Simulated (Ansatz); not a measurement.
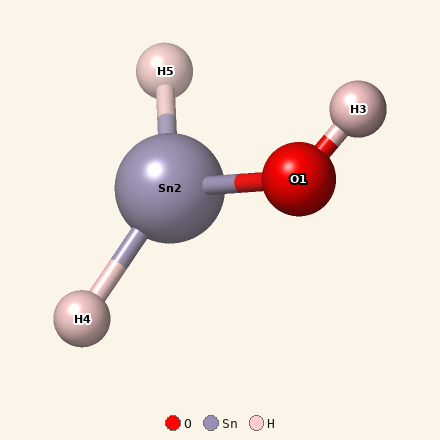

The system is H3OSn, SMILES [OH][SnH2+], charge +1; the picture shows the reference structure. 
- The first coordinate is: umbrella angle at Sn2 (between each of its bonds and their common axis; 90 is planar); the second: change of the bonds Sn2–O1, Sn2–H4, Sn2–H5, all alike.
- Nothing is relaxed (all other coordinates rigid).
- The scan uses a 15 × 15 grid; 120 points were computed and 105 follow by symmetry.
- Points are written as (first, second).
- Energies are in eV, from the lowest grid point.
- The calculation used RKS PBE0-D4/def2-TZVP (Ansatz 0.2.0).

Its coordinates:

```yaml
atoms:
  - { symbol: O, position_ang: [0.1058, -1.0910, 0.7238] }
  - { symbol: Sn, position_ang: [-0.2585, 0.4752, -0.2720] }
  - { symbol: H, position_ang: [1.0101, -1.4275, 0.7697] }
  - { symbol: H, position_ang: [-1.8961, 0.8223, -0.1765] }
  - { symbol: H, position_ang: [1.0387, 1.2210, -1.0451] }
```

Range: umbrella angle at Sn2 (between each of its bonds and their common axis; 90 is planar) from 66.0 to 114.0°; change of the bonds Sn2–O1, Sn2–H4, Sn2–H5, all alike from −0.193 to 0.298 Å.

### What landscape does the calculation give?

The lowest grid point is at (90.0°, 0.018 Å). No other kind of well shows on this grid. The highest grid point, (66.0°, −0.193 Å), lies 2.88 eV above the lowest. Round the minimum the two coordinates are nearly uncoupled.

| second ↓, first → | 66.0 | 69.4 | 72.9 | 76.3 | 79.7 | 83.1 | 86.6 | 90.0 | 93.4 | 96.9 | 100.3 | 103.7 | 107.1 | 110.6 | 114.0 |
| --- | --- | --- | --- | --- | --- | --- | --- | --- | --- | --- | --- | --- | --- | --- | --- |
| 0.298 | 2.38 | 2.19 | 2.03 | 1.90 | 1.79 | 1.72 | 1.67 | 1.66 | 1.67 | 1.72 | 1.79 | 1.90 | 2.03 | 2.19 | 2.38 |
| 0.263 | 2.12 | 1.92 | 1.75 | 1.61 | 1.50 | 1.42 | 1.37 | 1.36 | 1.37 | 1.42 | 1.50 | 1.61 | 1.75 | 1.92 | 2.12 |
| 0.228 | 1.87 | 1.66 | 1.48 | 1.34 | 1.22 | 1.14 | 1.09 | 1.07 | 1.09 | 1.14 | 1.22 | 1.34 | 1.48 | 1.66 | 1.87 |
| 0.193 | 1.64 | 1.43 | 1.24 | 1.08 | 0.97 | 0.88 | 0.83 | 0.81 | 0.83 | 0.88 | 0.97 | 1.08 | 1.24 | 1.43 | 1.64 |
| 0.158 | 1.44 | 1.22 | 1.02 | 0.86 | 0.73 | 0.64 | 0.59 | 0.57 | 0.59 | 0.64 | 0.73 | 0.86 | 1.02 | 1.22 | 1.44 |
| 0.123 | 1.27 | 1.04 | 0.83 | 0.66 | 0.53 | 0.44 | 0.38 | 0.36 | 0.38 | 0.44 | 0.53 | 0.66 | 0.83 | 1.04 | 1.27 |
| 0.088 | 1.14 | 0.90 | 0.68 | 0.51 | 0.37 | 0.27 | 0.21 | 0.19 | 0.21 | 0.27 | 0.37 | 0.51 | 0.68 | 0.90 | 1.14 |
| 0.053 | 1.06 | 0.81 | 0.58 | 0.40 | 0.25 | 0.15 | 0.09 | 0.07 | 0.09 | 0.15 | 0.25 | 0.40 | 0.58 | 0.81 | 1.06 |
| 0.018 | 1.04 | 0.77 | 0.53 | 0.34 | 0.20 | 0.09 | 0.02 | 0.00 | 0.02 | 0.09 | 0.20 | 0.34 | 0.53 | 0.77 | 1.04 |
| −0.018 | 1.09 | 0.81 | 0.56 | 0.36 | 0.21 | 0.09 | 0.02 | 0.00 | 0.02 | 0.09 | 0.21 | 0.36 | 0.56 | 0.81 | 1.09 |
| −0.053 | 1.22 | 0.93 | 0.67 | 0.46 | 0.30 | 0.18 | 0.11 | 0.08 | 0.11 | 0.18 | 0.30 | 0.46 | 0.67 | 0.93 | 1.22 |
| −0.088 | 1.45 | 1.14 | 0.87 | 0.65 | 0.48 | 0.36 | 0.28 | 0.26 | 0.28 | 0.36 | 0.48 | 0.65 | 0.87 | 1.14 | 1.45 |
| −0.123 | 1.78 | 1.46 | 1.18 | 0.95 | 0.78 | 0.65 | 0.57 | 0.54 | 0.57 | 0.65 | 0.78 | 0.95 | 1.18 | 1.46 | 1.78 |
| −0.158 | 2.25 | 1.92 | 1.62 | 1.39 | 1.20 | 1.07 | 0.98 | 0.96 | 0.98 | 1.07 | 1.20 | 1.39 | 1.62 | 1.92 | 2.25 |
| −0.193 | 2.88 | 2.53 | 2.22 | 1.97 | 1.78 | 1.64 | 1.55 | 1.52 | 1.55 | 1.64 | 1.78 | 1.97 | 2.22 | 2.53 | 2.88 |

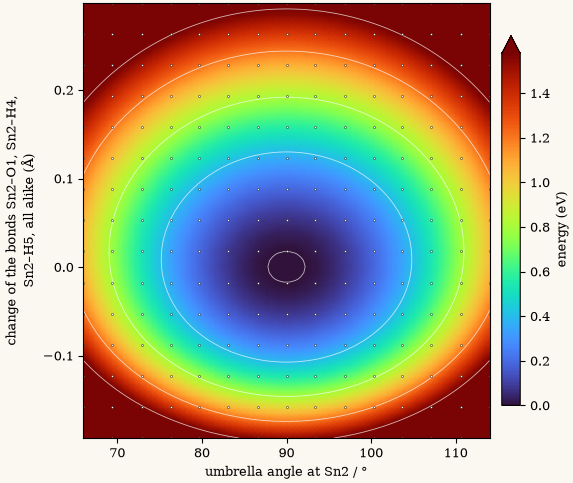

The picture shows a smooth colour map with a few white contour lines, dots at the grid points, one colour for all values above the top of the scale. Between grid points the surface is interpolated.

Time for the 120 points that were run: 7.7 min on 1 thread of Arm Neoverse N1 (shared host).
